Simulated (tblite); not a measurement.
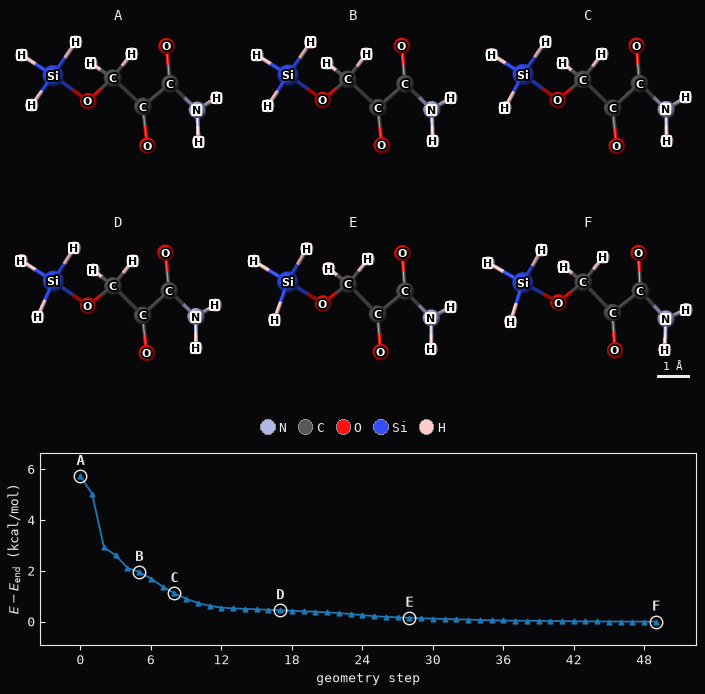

Frames of a relaxation of C$_{3}$H$_{7}$NO$_{3}$Si, marked on the history of the run. The picture is a ball-and-stick view, seen from a free direction.

Theory: tblite 0.8.0, GFN2-xTB geometry optimisation, gas phase. 

What happens along the run?

Over 49 geometry steps the energy falls by 5.73 kcal/mol. An H atom moves most after the best rigid fit: 0.46 Å. Largest moves by element: H 0.46 Å, O 0.19 Å, C 0.10 Å, N 0.09 Å, Si 0.02 Å. Some distances before and after: C–O 1.424 → 1.381 Å, C–O 1.245 → 1.204 Å, O–Si 1.661 → 1.623 Å, C–N 1.366 → 1.341 Å. Bond angles that change, for instance: O–Si–H 110.2° → 99.1°, C–O–Si 118.9° → 129.5°, H–C–H 110.6° → 106.3°. From step 0 to 5: an H atom moves most (0.06 Å), energy −3.77 kcal/mol. From step 5 to 8: an H atom moves most (0.11 Å), energy −0.84 kcal/mol. From step 8 to 17: an H atom moves most (0.12 Å), energy −0.67 kcal/mol. From step 17 to 28: H atoms move most (0.12 Å), energy −0.29 kcal/mol. From step 28 to 49: an H atom moves most (0.08 Å), energy −0.15 kcal/mol.
